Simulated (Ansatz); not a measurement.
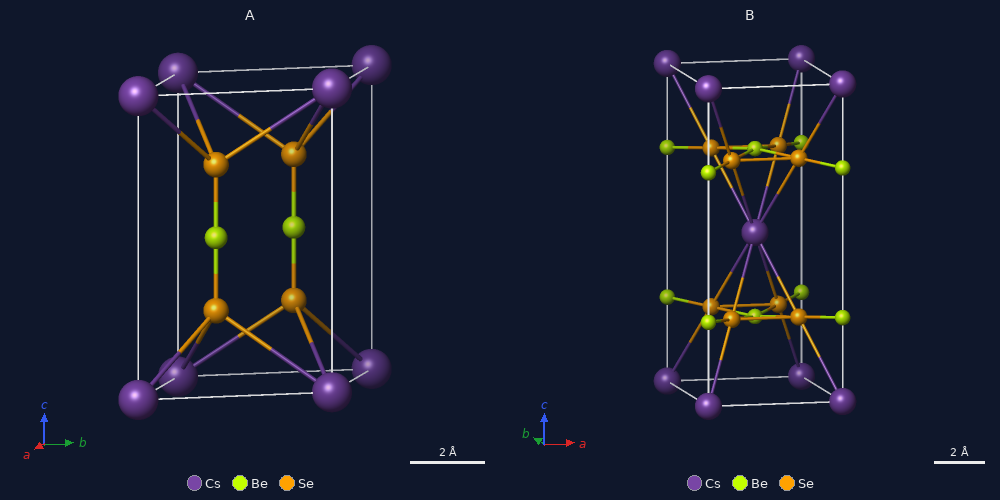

Two structures of CsBe2Se4, each relaxed to rest (conventional cells in solid outline, small ones repeated, not to one scale). Method: DFT PBE, scalar-relativistic, plane waves, PAW (Ansatz 0.2.0), without spin polarisation.

> Which structures are these?

A: 7 atoms a cell on a primitive hexagonal lattice, P6/mmm. B: 14 atoms a cell on a body-centred orthorhombic lattice, Immm.

> Which has the lower energy, and by how much?

B is lower, by 56 meV/atom at this level of theory (energies at zero smearing). Volumes: A 32.6, B 36.4 Å³/atom.

One or both may be structure types tried for this composition rather than known phases.
